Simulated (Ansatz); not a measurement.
The calculation's input:

```
crystal:
  periodic: [false, false, false]
  atoms:
    - { symbol: F, position_ang: [2.4444, 1.0106, 0.6881] }
    - { symbol: C, position_ang: [1.6084, -0.0562, 0.5592] }
    - { symbol: C, position_ang: [0.4191, 0.3544, -0.2866] }
    - { symbol: C, position_ang: [-0.6577, -0.7154, -0.5128] }
    - { symbol: C, position_ang: [-1.624, 0.3436, 0.01] }
    - { symbol: O, position_ang: [-0.5274, 1.1778, 0.4543] }
    - { symbol: H, position_ang: [1.3123, -0.3825, 1.5606] }
    - { symbol: H, position_ang: [2.1735, -0.8595, 0.0778] }
    - { symbol: H, position_ang: [0.7241, 0.8643, -1.2091] }
    - { symbol: H, position_ang: [-0.5786, -1.6034, 0.1207] }
    - { symbol: H, position_ang: [-0.8099, -1.0122, -1.5532] }
    - { symbol: H, position_ang: [-2.2249, 0.851, -0.7505] }
    - { symbol: H, position_ang: [-2.2593, 0.0274, 0.8414] }
basis:
  gaussian:
    orbitals: def2-SVP
hamiltonian:
  xc: b3lyp
output:
  orbitals: {}
```

Command:

```sh
python c4h7fo.py --functional B3LYP
```

These are results of Ansatz 0.2.0, SCF B3LYP, Gaussian basis, not measurements.

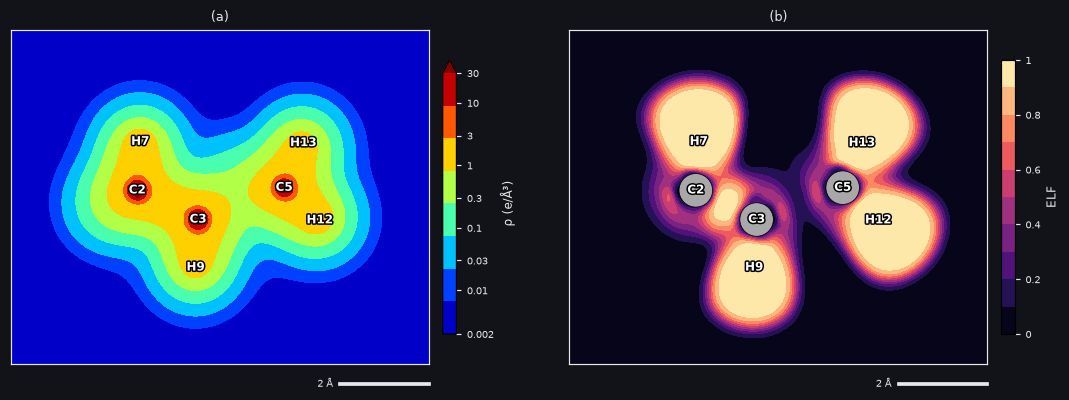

C₄H₇FO (SMILES FCC1CCO1). (a) electron density; (b) electron localisation function on the plane of atoms C3, C2 and H7. Grey discs cover the atomic cores in the ELF map.

Question: What do the fields say about this system?

Answer: The plane passes through C and H nuclei.
C–C (1.52 Å): ρ is about 1.8 e/Å³ halfway; the ELF peaks at about 1 between the atoms: a covalent bond.
C–H (1.09 Å): ρ at the midpoint is about 2 e/Å³; the ELF climbs to about 1 towards the hydrogen, as it does in any bond to H (a covalent bond by its length).
